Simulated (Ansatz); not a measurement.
# C₆H₁₇NSi: basis-set convergence

Aim: see how fast density functionals converge with the basis set for C₆H₁₇NSi.

Method: one geometry, several basis sets; program: Ansatz 0.2.0, Gaussian basis.

The runs, in order: PBE0-D4/def2-SVP; ωB97M-V/def2-SVP; PBE0-D4/def2-QZVPP; ωB97M-V/def2-QZVPP; the functionals' def2-TZVPP values are taken from earlier runs.

## (1) The geometry

All runs share one geometry, relaxed beforehand with PBE0-D4 in a triple-zeta def2 set.

SMILES `CC(C)N([SiH3])C(C)C`, 25 atoms, charge 0, spin multiplicity 1.

Atoms are counted from 1 here; the program's logs count them from 0.

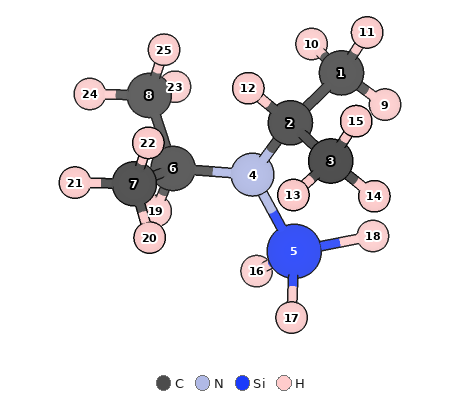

The geometry (carbon dark grey, nitrogen light blue, silicon blue, hydrogen pink); atoms are numbered from 1 in the order of the file.

## (2) PBE0-D4 in def2-SVP

in.yaml

```yaml
crystal:
  periodic: [false, false, false]
  atoms:
    - {symbol: C, position_ang: [-0.736366, -1.393463, -1.659308]}
    - {symbol: C, position_ang: [0.197909, -0.914938, -0.555389]}
    - {symbol: C, position_ang: [0.769342, -2.087610, 0.231729]}
    - {symbol: N, position_ang: [-0.448291, 0.070158, 0.310307]}
    - {symbol: Si, position_ang: [-1.582826, -0.366706, 1.522906]}
    - {symbol: C, position_ang: [0.105656, 1.421108, 0.322643]}
    - {symbol: C, position_ang: [1.531192, 1.473127, 0.863635]}
    - {symbol: C, position_ang: [0.000097, 2.097352, -1.038581]}
    - {symbol: H, position_ang: [-1.600237, -1.912492, -1.236207]}
    - {symbol: H, position_ang: [-1.104589, -0.549302, -2.244732]}
    - {symbol: H, position_ang: [-0.224536, -2.086438, -2.332694]}
    - {symbol: H, position_ang: [1.041447, -0.410011, -1.036857]}
    - {symbol: H, position_ang: [1.469278, -1.741884, 0.994964]}
    - {symbol: H, position_ang: [-0.026672, -2.648885, 0.731643]}
    - {symbol: H, position_ang: [1.292570, -2.783682, -0.428771]}
    - {symbol: H, position_ang: [-2.479604, 0.797918, 1.753457]}
    - {symbol: H, position_ang: [-0.994323, -0.730754, 2.849677]}
    - {symbol: H, position_ang: [-2.377849, -1.540079, 1.072175]}
    - {symbol: H, position_ang: [-0.522350, 1.997650, 1.013159]}
    - {symbol: H, position_ang: [1.582725, 1.033241, 1.861837]}
    - {symbol: H, position_ang: [1.884648, 2.505505, 0.924594]}
    - {symbol: H, position_ang: [2.223930, 0.928004, 0.216528]}
    - {symbol: H, position_ang: [-1.034847, 2.101607, -1.385450]}
    - {symbol: H, position_ang: [0.351357, 3.130547, -0.981919]}
    - {symbol: H, position_ang: [0.609140, 1.586129, -1.789044]}
basis:
  gaussian: {orbitals: def2-SVP}
hamiltonian: {xc: pbe0, dispersion: d4}
output: {orbitals: {seedname: orbitals}}
```

On the command line:

```sh
> ansatz run in.yaml --threads 4 --pin off --events-out ev --progress --plain --max-ram 46080MiB --backend cpu
```

The log of the run:

```text
Functional definition: PBE0
  name "PBE0"
  cite "Adamo & Barone, J. Chem. Phys. 110, 6158 (1999) doi:10.1063/1.478522"
  cite "Perdew, Burke & Ernzerhof, Phys. Rev. Lett. 77, 3865 (1996) doi:10.1103/PhysRevLett.77.3865"
  parent pbe
  parameter a = 0.25
  parameter kappa = 0.804
  parameter beta = 0.06672455060314922
  exchange = (1 - a)*pbe_x(kappa = kappa, mu = beta*pi^2/3) + a*exact_x
  correlation = pbe_c(beta = beta)
2302 factors; their error is unknown
mean field evaluation 1: about -15833.9391 eV, gradient 7.1e1 eV
mean field evaluation 2: about -15826.8530 eV, gradient 8.8e1 eV
mean field evaluation 4: about -15846.2711 eV, gradient 3.8e0 eV
mean field evaluation 8: about -15846.2991 eV, gradient 4.5e-2 eV
mean field evaluation 16: about -15846.3080 eV, gradient 6.1e-5 eV
mean field -15846.30796206 eV, -582.3410765922 hartree, gradient 6.1e-5 eV, S^2 0.000000; 0 other end points of the search recorded, 0 dependent functions left out
reference -15846.30799664 eV, -582.3410778630 hartree; 37, 37 occupied and 164, 164 virtual orbitals, 2302 factors
Total energy: -15846.89532898 eV, -582.3626619285 hartree
```

Wall time 5 s (4 threads of AMD EPYC 7R13, shared host); peak memory 0.87 GiB.

## (3) ωB97M-V in def2-SVP

Edit in.yaml of step 2 so:

```diff
@@ -30,3 +30,3 @@
   gaussian: {orbitals: def2-SVP}
-hamiltonian: {xc: pbe0, dispersion: d4}
+hamiltonian: {xc: {name: wB97M-V}}
 output: {orbitals: {seedname: orbitals}}
```

Same command.

The log of the run (excerpt; [...] marks lines left out):

```text
Functional definition: wB97M-V
  name "wB97M-V"
  cite "Mardirossian & Head-Gordon, J. Chem. Phys. 144, 214110 (2016) doi:10.1063/1.4952647"
  cite "Becke, J. Chem. Phys. 107, 8554 (1997) doi:10.1063/1.475007"
  cite "Vydrov & Van Voorhis, J. Chem. Phys. 133, 244103 (2010) doi:10.1063/1.3521275"
  # Of w^i u^j: cxij and so on, Table III.
[...]
  gx(w, u) = 1 - cx + cx01*u + cx10*w
  gss(w, u) = css00 + css04*u^4 + css10*w + css20*w^2 + css43*w^4*u^3
  gos(w, u) = cos00 + cos10*w + (cos20 + cos21*u)*w^2 + (cos60 + cos61*u)*w^6
[...]
      + integral(e_c_pw_mod_opposite_spin*gos(b97_w_opposite, b97_u_opposite)) + vv10(b, c)
2302 factors; their error is unknown
619 factors; integrals over basis functions are off by at most 6.3e-6 eV
[...]
mean field -15853.85148568 eV, -582.6182959722 hartree, gradient 1.6e-5 eV, S^2 0.000000; 0 other end points of the search recorded, 0 dependent functions left out
reference -15853.85154182 eV, -582.6182980353 hartree; 37, 37 occupied and 164, 164 virtual orbitals, 2302 factors
Total energy: -15853.85154182 eV, -582.6182980353 hartree
```

Run time: 13 s. Hardware: 4 threads of AMD EPYC 7R13, shared host; peak memory 1.1 GiB.

## (4) PBE0-D4 in def2-QZVPP

Edit in.yaml of step 3 so:

```diff
@@ -29,4 +29,4 @@
 basis:
-  gaussian: {orbitals: def2-SVP}
-hamiltonian: {xc: {name: wB97M-V}}
+  gaussian: {orbitals: "def2-QZVPP.json"}
+hamiltonian: {xc: pbe0, dispersion: d4}
 output: {orbitals: {seedname: orbitals}}
```

On the command line:

```sh
> ansatz run in.yaml --threads 4 --pin off --events-out ev --progress --plain --max-ram 46080MiB --backend cuda --devices 0, --max-vram 37GiB
```

The log of the run:

```text
Functional definition: PBE0
  name "PBE0"
  cite "Adamo & Barone, J. Chem. Phys. 110, 6158 (1999) doi:10.1063/1.478522"
  cite "Perdew, Burke & Ernzerhof, Phys. Rev. Lett. 77, 3865 (1996) doi:10.1103/PhysRevLett.77.3865"
  parent pbe
  parameter a = 0.25
  parameter kappa = 0.804
  parameter beta = 0.06672455060314922
  exchange = (1 - a)*pbe_x(kappa = kappa, mu = beta*pi^2/3) + a*exact_x
  correlation = pbe_c(beta = beta)
2668 factors; their error is unknown
mean field evaluation 1: about -15839.0444 eV, gradient 9.2e1 eV
mean field evaluation 2: about -15815.2550 eV, gradient 1.3e2 eV
mean field evaluation 4: about -15858.2985 eV, gradient 8.1e0 eV
mean field evaluation 8: about -15858.4283 eV, gradient 3.5e-1 eV
mean field evaluation 16: about -15858.4296 eV, gradient 4.4e-4 eV
mean field -15858.42961568 eV, -582.7865391466 hartree, gradient 7.6e-5 eV, S^2 0.000000; 0 other end points of the search recorded, 0 dependent functions left out
reference -15858.42967145 eV, -582.7865411960 hartree; 37, 37 occupied and 942, 942 virtual orbitals, 2668 factors
Total energy: -15859.01700379 eV, -582.8081252615 hartree
```

Wall time 6 s (1 × H100 (card shared with other runs) with 4 threads of AMD EPYC 7R13, shared host); peak host memory 1.6 GiB.

## (5) ωB97M-V in def2-QZVPP

Edit in.yaml of step 4 so:

```diff
@@ -30,3 +30,3 @@
   gaussian: {orbitals: "def2-QZVPP.json"}
-hamiltonian: {xc: pbe0, dispersion: d4}
+hamiltonian: {xc: {name: wB97M-V}}
 output: {orbitals: {seedname: orbitals}}
```

Launched as before.

The log of the run (excerpt; [...] marks lines left out):

```text
Functional definition: wB97M-V
  name "wB97M-V"
  cite "Mardirossian & Head-Gordon, J. Chem. Phys. 144, 214110 (2016) doi:10.1063/1.4952647"
  cite "Becke, J. Chem. Phys. 107, 8554 (1997) doi:10.1063/1.475007"
  cite "Vydrov & Van Voorhis, J. Chem. Phys. 133, 244103 (2010) doi:10.1063/1.3521275"
  # Of w^i u^j: cxij and so on, Table III.
[...]
  gx(w, u) = 1 - cx + cx01*u + cx10*w
  gss(w, u) = css00 + css04*u^4 + css10*w + css20*w^2 + css43*w^4*u^3
  gos(w, u) = cos00 + cos10*w + (cos20 + cos21*u)*w^2 + (cos60 + cos61*u)*w^6
[...]
      + integral(e_c_pw_mod_opposite_spin*gos(b97_w_opposite, b97_u_opposite)) + vv10(b, c)
2648 factors; their error is unknown
773 factors; integrals over basis functions are off by at most 6.8e-6 eV
[...]
mean field -15866.52051005 eV, -583.0838740304 hartree, gradient 5.9e-5 eV, S^2 0.000000; 0 other end points of the search recorded, 0 dependent functions left out
reference -15866.52059853 eV, -583.0838772822 hartree; 37, 37 occupied and 942, 942 virtual orbitals, 2648 factors
Total energy: -15866.52059853 eV, -583.0838772822 hartree
```

Run time: 10 s. Hardware: 1 × H100 (card shared with other runs) with 4 threads of AMD EPYC 7R13, shared host; peak host memory 1.7 GiB.

## (6) Functionals by basis

The def2-TZVPP values come from earlier runs at the same geometry.

| functional | basis | functions | energy (eV) | from the largest (eV) | HOMO (eV) | LUMO (eV) |
| --- | --- | --- | --- | --- | --- | --- |
| PBE0-D4 | def2-SVP | 201 | -15846.8953 | 12.122 | -6.13 | 1.19 |
| PBE0-D4 | def2-TZVPP | 497 | -15858.2878 | 0.729 | -6.21 | 0.75 |
| PBE0-D4 | def2-QZVPP | 979 | -15859.0170 | 0.000 | -6.22 | 0.45 |
| ωB97M-V | def2-SVP | 201 | -15853.8515 | 12.669 | -8.42 | 2.92 |
| ωB97M-V | def2-TZVPP | 497 | -15865.8220 | 0.699 | -8.51 | 2.27 |
| ωB97M-V | def2-QZVPP | 979 | -15866.5206 | 0.000 | -8.52 | 1.59 |

## (7) Summary of results

| quantity | value |
| --- | --- |
| PBE0-D4: double and triple zeta above quadruple | 12.12, 0.73 eV |
| ωB97M-V: double and triple zeta above quadruple | 12.67, 0.70 eV |

What this shows: For PBE0-D4 the step from double to triple zeta gains 11.39 eV and the next only 0.73 eV. These are total energies; as a rule much of such shifts cancels in differences, which this series doesn't test. The LUMO of ωB97M-V is positive and keeps falling with the basis (2.92 to 1.59 eV): an unbound level that the basis holds in place.
